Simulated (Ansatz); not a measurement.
# CHSi (doublet): RPA-PBE over a scan of the distance C2–H3, cc-pVDZ

Aim: run CHSi (doublet) with these functionals over a scan of the distance C2–H3, and hold them against the top wave-function level at the same points.

Method: cc-pVDZ, all electrons in the functionals, frozen cores in the correlation of double hybrids and RPA; program: Ansatz 0.2.0, Gaussian basis.

The runs, in order: RPA-PBE, at 0.851 Å; 0.983 Å; 1.079 Å; 1.209 Å; 1.302 Å; 1.501 Å; 1.698 Å; 1.976 Å; 2.399 Å; 2.880 Å; 3.579 Å.

16 further runs of the same task are left out: 10 that didn't finish, 6 set aside as unsound or not needed.

### Step 1. What is computed

The geometry derives from a PBE0/def2-TZVP stationary point (not a proven minimum). One bond is set to the value named and the two fragments are kept rigid.

3 atoms, charge 0, spin multiplicity 2.

Atoms are counted from 1 here; the program's logs count them from 0.

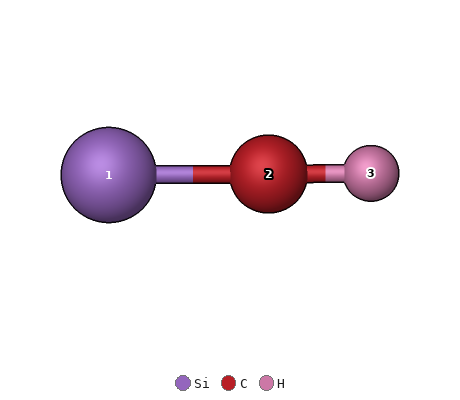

The structure; silicon purple, carbon red, hydrogen pink; atoms are numbered from 1 in the order of the file.

No dispersion term is added.

The geometry shown and the zero of energy belong to the point 1.079 Å. The yardstick, UCCSDT(Q), and other wave-function levels (R restricted, U unrestricted, valence and pair active spaces) come from earlier runs.

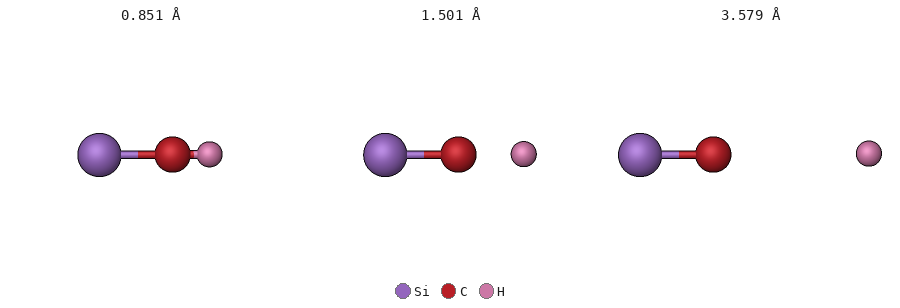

Three points of the scan; sticks are drawn by distance.

### Step 2. RPA-PBE, 0.851 Å

The input, in.yaml:

```yaml
crystal:
  periodic: [false, false, false]
  atoms:
    - {symbol: Si, position_ang: [0.000000, 0.000000, 1.405301]}
    - {symbol: C, position_ang: [0.000000, 0.000000, -0.277150]}
    - {symbol: H, position_ang: [0.000000, 0.000000, -1.128150]}
basis:
  gaussian: {orbitals: cc-pVDZ}
magnetization: {spin_polarized: true, initial_magnetization: 1}
hamiltonian: {xc: {name: PBE}}
correlation: {method: rpa, electrons: outside_noble_gas}
```

Command:

```console
$ ansatz run in.yaml --threads 1 --pin off --events-out ev --progress --plain --max-ram 2393MiB
```

Output:

```text
Functional definition: PBE
  name "PBE"
  cite "Perdew, Burke & Ernzerhof, Phys. Rev. Lett. 77, 3865 (1996) doi:10.1103/PhysRevLett.77.3865"
  parent pbe
  parameter kappa = 0.804
  parameter beta = 0.06672455060314922
  exchange = pbe_x(kappa = kappa, mu = beta*pi^2/3)
  correlation = pbe_c(beta = beta)
360 factors; integrals over basis functions are off by at most 9.4e-4 eV
mean field evaluation 1: about -8894.2604 eV, gradient 6.0e1 eV
mean field evaluation 2: about -8894.2566 eV, gradient 6.1e1 eV
mean field evaluation 4: about -8916.1696 eV, gradient 1.3e1 eV
mean field evaluation 8: about -8919.4496 eV, gradient 3.0e-1 eV
mean field evaluation 16: about -8919.4517 eV, gradient 1.9e-4 eV
mean field evaluation 32: about -8916.8957 eV, gradient 1.1e1 eV
mean field evaluation 64: about -8919.4517 eV, gradient 2.2e-1 eV
mean field evaluation 96: about -8900.2098 eV, gradient 1.0e1 eV
mean field -8919.45173872 eV, -327.7838055763 hartree, gradient 8.9e-6 eV, S^2 0.755315; 5 other end points of the search recorded, 0 dependent functions left out
6 core orbitals not correlated: weight in the atoms' cores, before any rotation towards them, 1.000 or more for the frozen orbitals, at most 0.000 for the correlated occupied ones
reference -8902.99022575 eV, -327.1788561330 hartree; 5, 4 occupied and 26, 27 virtual orbitals, 360 factors
Total energy: -8912.03757514 eV, -327.5113400903 hartree
```

It took 3.1 s on 1 thread of Arm Neoverse V1, shared host.

From the report: ⟨S²⟩ of the determinant 0.755 (pure doublet: 0.75).

### Step 3. RPA-PBE, 0.983 Å

The input, in.yaml:

```yaml
crystal:
  periodic: [false, false, false]
  atoms:
    - {symbol: Si, position_ang: [0.000000, 0.000000, 1.449301]}
    - {symbol: C, position_ang: [0.000000, 0.000000, -0.233150]}
    - {symbol: H, position_ang: [0.000000, 0.000000, -1.216150]}
basis:
  gaussian: {orbitals: cc-pVDZ}
magnetization: {spin_polarized: true, initial_magnetization: 1}
hamiltonian: {xc: {name: PBE}}
correlation: {method: rpa, electrons: outside_noble_gas}
```

Launched as before.

Output, shortened:

```text
Functional definition: PBE
  name "PBE"
  cite "Perdew, Burke & Ernzerhof, Phys. Rev. Lett. 77, 3865 (1996) doi:10.1103/PhysRevLett.77.3865"
  parent pbe
[...]
362 factors; integrals over basis functions are off by at most 9.4e-4 eV
[...]
mean field -8920.93207099 eV, -327.8382067841 hartree, gradient 9.1e-6 eV, S^2 0.755330; 7 other end points of the search recorded, 0 dependent functions left out
6 core orbitals not correlated: weight in the atoms' cores, before any rotation towards them, 1.000 or more for the frozen orbitals, at most 0.000 for the correlated occupied ones
reference -8904.40520639 eV, -327.2308557120 hartree; 5, 4 occupied and 26, 27 virtual orbitals, 362 factors
Total energy: -8913.56145048 eV, -327.5673414762 hartree
```

It took 3.2 s on 1 thread of Arm Neoverse V1, shared host.

From the report: ⟨S²⟩ of the determinant 0.755 (pure doublet: 0.75).

### Step 4. RPA-PBE, 1.079 Å

The input, in.yaml:

```yaml
crystal:
  periodic: [false, false, false]
  atoms:
    - {symbol: Si, position_ang: [0.000000, 0.000000, 1.481442]}
    - {symbol: C, position_ang: [0.000000, 0.000000, -0.201009]}
    - {symbol: H, position_ang: [0.000000, 0.000000, -1.280432]}
basis:
  gaussian: {orbitals: cc-pVDZ}
magnetization: {spin_polarized: true, initial_magnetization: 1}
hamiltonian: {xc: {name: PBE}}
correlation: {method: rpa, electrons: outside_noble_gas}
```

Launched as before.

Output, shortened:

```text
Functional definition: PBE
  name "PBE"
  cite "Perdew, Burke & Ernzerhof, Phys. Rev. Lett. 77, 3865 (1996) doi:10.1103/PhysRevLett.77.3865"
  parent pbe
[...]
362 factors; integrals over basis functions are off by at most 9.4e-4 eV
[...]
mean field -8921.21583181 eV, -327.8486348018 hartree, gradient 1.4e-6 eV, S^2 0.755422; 5 other end points of the search recorded, 0 dependent functions left out
6 core orbitals not correlated: weight in the atoms' cores, before any rotation towards them, 1.000 or more for the frozen orbitals, at most 0.000 for the correlated occupied ones
reference -8904.61535392 eV, -327.2385784914 hartree; 5, 4 occupied and 26, 27 virtual orbitals, 362 factors
Total energy: -8913.85919187 eV, -327.5782832705 hartree
```

Run time: 3.2 s. Hardware: 1 thread of Arm Neoverse V1, shared host.

From the report: ⟨S²⟩ of the determinant 0.755 (pure doublet: 0.75).

### Step 5. RPA-PBE, 1.209 Å

The input, in.yaml:

```yaml
crystal:
  periodic: [false, false, false]
  atoms:
    - {symbol: Si, position_ang: [0.000000, 0.000000, 1.524634]}
    - {symbol: C, position_ang: [0.000000, 0.000000, -0.157817]}
    - {symbol: H, position_ang: [0.000000, 0.000000, -1.366817]}
basis:
  gaussian: {orbitals: cc-pVDZ}
magnetization: {spin_polarized: true, initial_magnetization: 1}
hamiltonian: {xc: {name: PBE}}
correlation: {method: rpa, electrons: outside_noble_gas}
```

Same command.

Output, shortened:

```text
Functional definition: PBE
  name "PBE"
  cite "Perdew, Burke & Ernzerhof, Phys. Rev. Lett. 77, 3865 (1996) doi:10.1103/PhysRevLett.77.3865"
  parent pbe
[...]
362 factors; integrals over basis functions are off by at most 1.4e-3 eV
[...]
mean field -8921.05326051 eV, -327.8426604165 hartree, gradient 2.3e-6 eV, S^2 0.755646; 5 other end points of the search recorded, 0 dependent functions left out
6 core orbitals not correlated: weight in the atoms' cores, before any rotation towards them, 1.000 or more for the frozen orbitals, at most 0.000 for the correlated occupied ones
reference -8904.32506170 eV, -327.2279104491 hartree; 5, 4 occupied and 26, 27 virtual orbitals, 362 factors
Total energy: -8913.69733414 eV, -327.5723351085 hartree
```

It took 3.1 s on 1 thread of Arm Neoverse V1, shared host.

From the report: ⟨S²⟩ of the determinant 0.756 (pure doublet: 0.75).

From 1.079 Å: +15.6 kJ/mol.

### Step 6. RPA-PBE, 1.302 Å

The input, in.yaml:

```yaml
crystal:
  periodic: [false, false, false]
  atoms:
    - {symbol: Si, position_ang: [0.000000, 0.000000, 1.555634]}
    - {symbol: C, position_ang: [0.000000, 0.000000, -0.126817]}
    - {symbol: H, position_ang: [0.000000, 0.000000, -1.428817]}
basis:
  gaussian: {orbitals: cc-pVDZ}
magnetization: {spin_polarized: true, initial_magnetization: 1}
hamiltonian: {xc: {name: PBE}}
correlation: {method: rpa, electrons: outside_noble_gas}
```

Same command.

Output, shortened:

```text
Functional definition: PBE
  name "PBE"
  cite "Perdew, Burke & Ernzerhof, Phys. Rev. Lett. 77, 3865 (1996) doi:10.1103/PhysRevLett.77.3865"
  parent pbe
[...]
364 factors; integrals over basis functions are off by at most 9.4e-4 eV
[...]
mean field -8920.73421626 eV, -327.8309357569 hartree, gradient 4.9e-6 eV, S^2 0.755885; 7 other end points of the search recorded, 0 dependent functions left out
6 core orbitals not correlated: weight in the atoms' cores, before any rotation towards them, 1.000 or more for the frozen orbitals, at most 0.000 for the correlated occupied ones
reference -8903.89671886 eV, -327.2121691403 hartree; 5, 4 occupied and 26, 27 virtual orbitals, 364 factors
Total energy: -8913.37048896 eV, -327.5603237697 hartree
```

It took 3.1 s on 1 thread of Arm Neoverse V1, shared host.

From the report: ⟨S²⟩ of the determinant 0.756 (pure doublet: 0.75).

From 1.079 Å: +47.2 kJ/mol.

### Step 7. RPA-PBE, 1.501 Å

The input, in.yaml:

```yaml
crystal:
  periodic: [false, false, false]
  atoms:
    - {symbol: Si, position_ang: [0.000000, 0.000000, 1.621967]}
    - {symbol: C, position_ang: [0.000000, 0.000000, -0.060484]}
    - {symbol: H, position_ang: [0.000000, 0.000000, -1.561484]}
basis:
  gaussian: {orbitals: cc-pVDZ}
magnetization: {spin_polarized: true, initial_magnetization: 1}
hamiltonian: {xc: {name: PBE}}
correlation: {method: rpa, electrons: outside_noble_gas}
```

Launched as before.

Output, shortened:

```text
Functional definition: PBE
  name "PBE"
  cite "Perdew, Burke & Ernzerhof, Phys. Rev. Lett. 77, 3865 (1996) doi:10.1103/PhysRevLett.77.3865"
  parent pbe
[...]
362 factors; integrals over basis functions are off by at most 1.3e-3 eV
[...]
mean field -8919.83980839 eV, -327.7980668736 hartree, gradient 2.8e-6 eV, S^2 0.756774; 5 other end points of the search recorded, 0 dependent functions left out
6 core orbitals not correlated: weight in the atoms' cores, before any rotation towards them, 1.000 or more for the frozen orbitals, at most 0.000 for the correlated occupied ones
reference -8902.72977049 eV, -327.1692845784 hartree; 5, 4 occupied and 26, 27 virtual orbitals, 362 factors
Total energy: -8912.45305070 eV, -327.5266085356 hartree
```

Run time: 3.2 s. Hardware: 1 thread of Arm Neoverse V1, shared host.

From the report: ⟨S²⟩ of the determinant 0.757 (pure doublet: 0.75).

From 1.079 Å: +135.7 kJ/mol.

### Step 8. RPA-PBE, 1.698 Å

The input, in.yaml:

```yaml
crystal:
  periodic: [false, false, false]
  atoms:
    - {symbol: Si, position_ang: [0.000000, 0.000000, -1.687634]}
    - {symbol: C, position_ang: [0.000000, 0.000000, -0.005183]}
    - {symbol: H, position_ang: [0.000000, 0.000000, 1.692817]}
basis:
  gaussian: {orbitals: cc-pVDZ}
magnetization: {spin_polarized: true, initial_magnetization: 1}
hamiltonian: {xc: {name: PBE}}
correlation: {method: rpa, electrons: outside_noble_gas}
```

The command is unchanged.

Output, shortened:

```text
Functional definition: PBE
  name "PBE"
  cite "Perdew, Burke & Ernzerhof, Phys. Rev. Lett. 77, 3865 (1996) doi:10.1103/PhysRevLett.77.3865"
  parent pbe
[...]
364 factors; integrals over basis functions are off by at most 1.3e-3 eV
[...]
mean field -8918.92693541 eV, -327.7645194105 hartree, gradient 4.2e-6 eV, S^2 0.759166; 5 other end points of the search recorded, 0 dependent functions left out
6 core orbitals not correlated: weight in the atoms' cores, before any rotation towards them, 1.000 or more for the frozen orbitals, at most 0.000 for the correlated occupied ones
reference -8901.51603084 eV, -327.1246804692 hartree; 5, 4 occupied and 26, 27 virtual orbitals, 364 factors
Total energy: -8911.52928975 eV, -327.4926609470 hartree
```

Run time: 3.9 s. Hardware: 1 thread of Arm Neoverse V1, shared host.

From the report: ⟨S²⟩ of the determinant 0.759 (pure doublet: 0.75).

From 1.079 Å: +224.8 kJ/mol.

### Step 9. RPA-PBE, 1.976 Å

The input, in.yaml:

```yaml
crystal:
  periodic: [false, false, false]
  atoms:
    - {symbol: Si, position_ang: [0.000000, 0.000000, -1.780301]}
    - {symbol: C, position_ang: [0.000000, 0.000000, -0.097850]}
    - {symbol: H, position_ang: [0.000000, 0.000000, 1.878150]}
basis:
  gaussian: {orbitals: cc-pVDZ}
magnetization: {spin_polarized: true, initial_magnetization: 1}
hamiltonian: {xc: {name: PBE}}
correlation: {method: rpa, electrons: outside_noble_gas}
```

The command is unchanged.

Output, shortened:

```text
Functional definition: PBE
  name "PBE"
  cite "Perdew, Burke & Ernzerhof, Phys. Rev. Lett. 77, 3865 (1996) doi:10.1103/PhysRevLett.77.3865"
  parent pbe
[...]
360 factors; integrals over basis functions are off by at most 2.4e-3 eV
[...]
mean field -8917.82114248 eV, -327.7238822698 hartree, gradient 4.6e-6 eV, S^2 0.792616; 10 other end points of the search recorded, 0 dependent functions left out
6 core orbitals not correlated: weight in the atoms' cores, before any rotation towards them, 1.000 or more for the frozen orbitals, at most 0.000 for the correlated occupied ones
reference -8900.04925209 eV, -327.0707773443 hartree; 5, 4 occupied and 26, 27 virtual orbitals, 360 factors
Total energy: -8910.44304971 eV, -327.4527423614 hartree
```

Run time: 4.9 s. Hardware: 1 thread of Arm Neoverse V1, shared host.

From the report: ⟨S²⟩ of the determinant 0.793 (pure doublet: 0.75).

From 1.079 Å: +329.6 kJ/mol.

### Step 10. RPA-PBE, 2.399 Å

The input, in.yaml:

```yaml
crystal:
  periodic: [false, false, false]
  atoms:
    - {symbol: Si, position_ang: [0.000000, 0.000000, -1.921301]}
    - {symbol: C, position_ang: [0.000000, 0.000000, -0.238850]}
    - {symbol: H, position_ang: [0.000000, 0.000000, 2.160150]}
basis:
  gaussian: {orbitals: cc-pVDZ}
magnetization: {spin_polarized: true, initial_magnetization: 1}
hamiltonian: {xc: {name: PBE}}
correlation: {method: rpa, electrons: outside_noble_gas}
```

The command is unchanged.

Output, shortened:

```text
Functional definition: PBE
  name "PBE"
  cite "Perdew, Burke & Ernzerhof, Phys. Rev. Lett. 77, 3865 (1996) doi:10.1103/PhysRevLett.77.3865"
  parent pbe
[...]
360 factors; integrals over basis functions are off by at most 9.5e-4 eV
[...]
mean field -8916.86996986 eV, -327.6889273208 hartree, gradient 2.8e-6 eV, S^2 1.402580; 23 other end points of the search recorded, 0 dependent functions left out
6 core orbitals not correlated: weight in the atoms' cores, before any rotation towards them, 1.000 or more for the frozen orbitals, at most 0.000 for the correlated occupied ones
reference -8900.12115349 eV, -327.0734196721 hartree; 5, 4 occupied and 26, 27 virtual orbitals, 360 factors
Total energy: -8909.46458636 eV, -327.4167844966 hartree
```

It took 9 s on 1 thread of Arm Neoverse V1, shared host.

From the report: ⟨S²⟩ of the determinant 1.403 (pure doublet: 0.75). The determinant is far from a pure spin state, so its energy mixes those of several spin states (harmless only where they are near-degenerate, as at dissociation).

From 1.079 Å: +424.0 kJ/mol.

### Step 11. RPA-PBE, 2.880 Å

The input, in.yaml:

```yaml
crystal:
  periodic: [false, false, false]
  atoms:
    - {symbol: Si, position_ang: [0.000000, 0.000000, -2.081634]}
    - {symbol: C, position_ang: [0.000000, 0.000000, -0.399183]}
    - {symbol: H, position_ang: [0.000000, 0.000000, 2.480817]}
basis:
  gaussian: {orbitals: cc-pVDZ}
magnetization: {spin_polarized: true, initial_magnetization: 1}
hamiltonian: {xc: {name: PBE}}
correlation: {method: rpa, electrons: outside_noble_gas}
```

Same command.

Output, shortened:

```text
Functional definition: PBE
  name "PBE"
  cite "Perdew, Burke & Ernzerhof, Phys. Rev. Lett. 77, 3865 (1996) doi:10.1103/PhysRevLett.77.3865"
  parent pbe
[...]
360 factors; integrals over basis functions are off by at most 9.6e-4 eV
[...]
mean field -8916.57559095 eV, -327.6781090955 hartree, gradient 4.7e-6 eV, S^2 1.680075; 22 other end points of the search recorded, 0 dependent functions left out
6 core orbitals not correlated: weight in the atoms' cores, before any rotation towards them, 1.000 or more for the frozen orbitals, at most 0.000 for the correlated occupied ones
reference -8900.36222607 eV, -327.0822789257 hartree; 5, 4 occupied and 26, 27 virtual orbitals, 360 factors
Total energy: -8909.30163105 eV, -327.4107959995 hartree
```

It took 16 s on 1 thread of Arm Neoverse V1, shared host.

From the report: ⟨S²⟩ of the determinant 1.680 (pure doublet: 0.75). The determinant is far from a pure spin state, so its energy mixes those of several spin states (harmless only where they are near-degenerate, as at dissociation).

From 1.079 Å: +439.7 kJ/mol.

### Step 12. RPA-PBE, 3.579 Å

The input, in.yaml:

```yaml
crystal:
  periodic: [false, false, false]
  atoms:
    - {symbol: Si, position_ang: [0.000000, 0.000000, -2.314634]}
    - {symbol: C, position_ang: [0.000000, 0.000000, -0.632183]}
    - {symbol: H, position_ang: [0.000000, 0.000000, 2.946817]}
basis:
  gaussian: {orbitals: cc-pVDZ}
magnetization: {spin_polarized: true, initial_magnetization: 1}
hamiltonian: {xc: {name: PBE}}
correlation: {method: rpa, electrons: outside_noble_gas}
```

Same command.

Output, shortened:

```text
Functional definition: PBE
  name "PBE"
  cite "Perdew, Burke & Ernzerhof, Phys. Rev. Lett. 77, 3865 (1996) doi:10.1103/PhysRevLett.77.3865"
  parent pbe
[...]
361 factors; integrals over basis functions are off by at most 9.6e-4 eV
[...]
mean field -8916.48948652 eV, -327.6749448159 hartree, gradient 2.5e-6 eV, S^2 1.754215; 23 other end points of the search recorded, 0 dependent functions left out
6 core orbitals not correlated: weight in the atoms' cores, before any rotation towards them, 1.000 or more for the frozen orbitals, at most 0.000 for the correlated occupied ones
reference -8900.44999567 eV, -327.0855043993 hartree; 5, 4 occupied and 26, 27 virtual orbitals, 361 factors
Total energy: -8909.31073806 eV, -327.4111306758 hartree
```

It took 14 s on 1 thread of Arm Neoverse V1, shared host.

From the report: ⟨S²⟩ of the determinant 1.754 (pure doublet: 0.75). The determinant is far from a pure spin state, so its energy mixes those of several spin states (harmless only where they are near-degenerate, as at dissociation).

From 1.079 Å: +438.9 kJ/mol.

### Step 13. The comparison

The yardstick is UCCSDT(Q), where the cluster series has nearly closed. It comes from earlier runs at the same points. Energies in kJ/mol, counted from 1.079 Å; blanks weren't run or aren't comparable.

```
    level  0.851 Å  0.983 Å  1.079 Å  1.209 Å  1.302 Å  1.501 Å  1.698 Å  1.976 Å  2.399 Å  2.880 Å  3.579 Å
UCCSDT(Q)    170.9     26.8      0.0     17.8     50.6    140.8    229.8                                    
  RPA-PBE    175.8     28.7      0.0     15.6     47.2    135.7    224.8    329.6    424.0    439.7    438.9
```

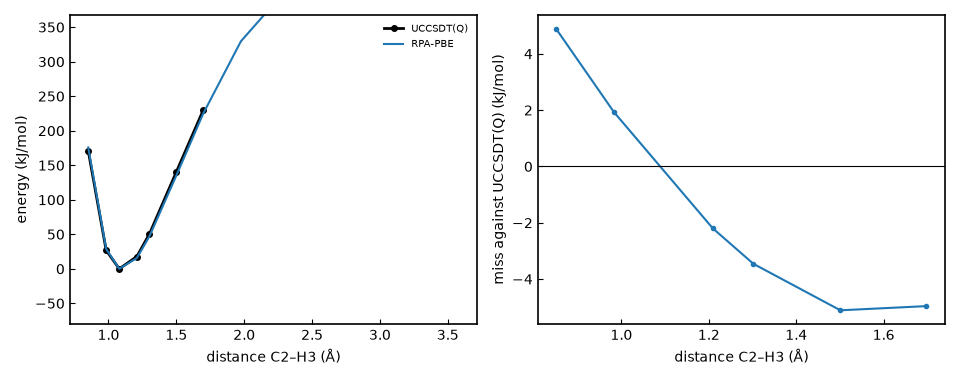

Left: the curves (the axis may cut off levels that run far away). Right: misses against UCCSDT(Q), in the same colours.

Largest miss and mean time a point (UCCSDT(Q) took 17 s a point; shared hosts):

```
  level  largest miss (kJ/mol)    where  time a point
RPA-PBE                   -5.1  1.501 Å           6 s
```

### Step 14. What came out

| quantity | value |
| --- | --- |
| span of the UCCSDT(Q) curve (points where it is known) | 229.8 kJ/mol |
| largest miss, RPA-PBE | -5.1 kJ/mol (1.501 Å) |

**Reading.** Misses are known at 6 of 10 points at best, and only functionals with that many are ranked. RPA-PBE strays by up to 5.1 kJ/mol, at 1.501 Å. RPA-PBE clearly breaks the spin symmetry at some points (⟨S²⟩ up to 1.00 above the pure value), so energy there is bought with a mixed spin. Functionals and the yardstick converge differently with the basis, so part of each miss in cc-pVDZ is the basis.
